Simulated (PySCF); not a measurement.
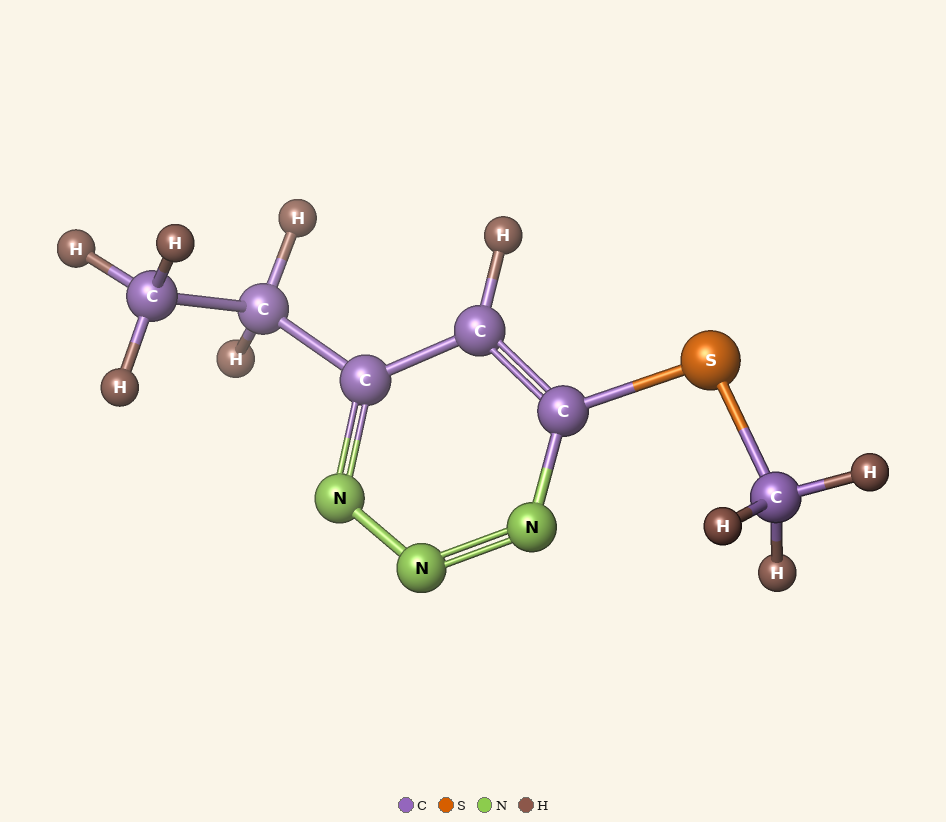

Orthographic view. Distant atoms are faded towards the background colour. The geometry was computed by an optimisation with PBE0-D3(BJ)/def2-SVP. No frequency run is at hand to confirm it as a minimum.

Q: Write the InChI string.

A: InChI=1S/C6H9N3S/c1-3-5-4-6(10-2)8-9-7-5/h4H,3H2,1-2H3
